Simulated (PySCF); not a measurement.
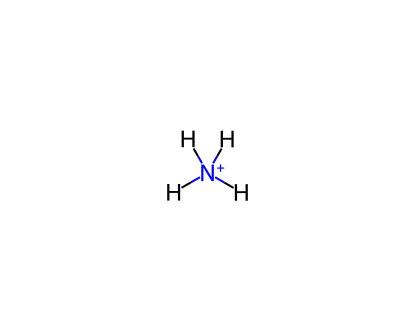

Skeletal drawing of a molecule. The species has charge +1 and is a spin singlet.

> Give its SMILES.

[NH4+]

> What is the molecular formula?

NH4, charge +1.

> An optimisation with GFN2-xTB gave a structure of which point group?

Td.

The parts below concern this one geometry. Atoms keep their numbers from picture to picture. Computed geometry: GFN2-xTB optimisation. No frequency run is at hand to confirm it as a minimum.

### Geometry

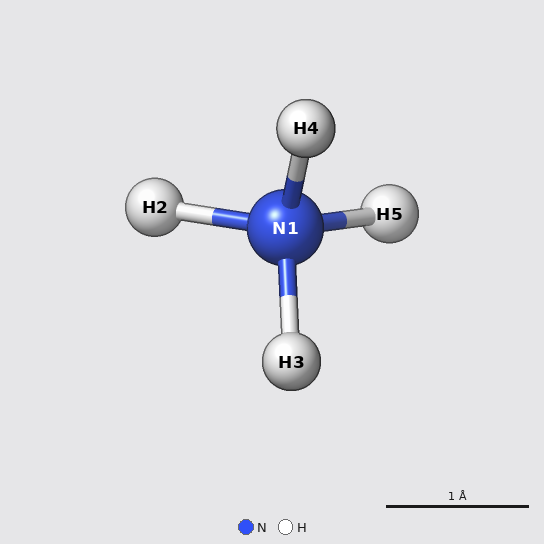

The atoms are numbered. No frequency run is at hand to confirm it as a minimum.

List the bonds and their lengths.

```json
{"bond": "N1–H2", "length (Å)": "1.030", "order": "single"}
{"bond": "N1–H3", "length (Å)": "1.030", "order": "single"}
{"bond": "N1–H4", "length (Å)": "1.030", "order": "single"}
{"bond": "N1–H5", "length (Å)": "1.030", "order": "single"}
```

### Quadrupole coupling

No frequency run is at hand to confirm it as a minimum. Electric field gradients from the ground-state density, PBE0/pcSseg-1 (PySCF 2.14.0), non-relativistic apart from any core potentials.

Give the largest field-gradient component, the quadrupole coupling constant and the asymmetry for 2H at H2 (Q = 2.86 mb).

```
atom  V_zz (a.u.)  e²qQ/h (MHz)     η
  H2        0.322         0.216  0.00
```

### Charges

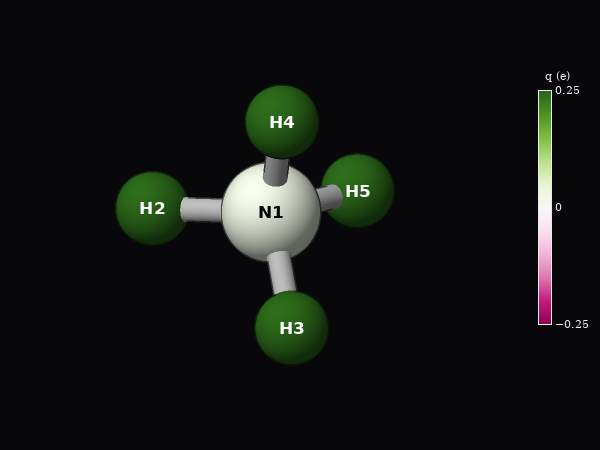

Atoms are coloured by their Hirshfeld charges. No frequency run is at hand to confirm it as a minimum. Properties computed with PBE0/pcSseg-1, gas phase (PySCF 2.14.0).

Give the Hirshfeld charges atom by atom.

```
atom  value (e)
  N1       0.02
  H2       0.24
  H3       0.24
  H4       0.24
  H5       0.24
```

### Electronic properties

No frequency run is at hand to confirm it as a minimum. Level of theory: PBE0/def2-SVPD, gas phase (PySCF 2.14.0). Excitations: vertical, linear response.

> Estimate the brightest of the 6 lowest singlets.

15.22 eV.

> Give the HOMO–LUMO gap at this level.

16.93 eV.

> Give the mean static polarisability at this level.

9.1 bohr³.

> What is the HOMO energy (Kohn–Sham orbital)?

−22.76 eV.
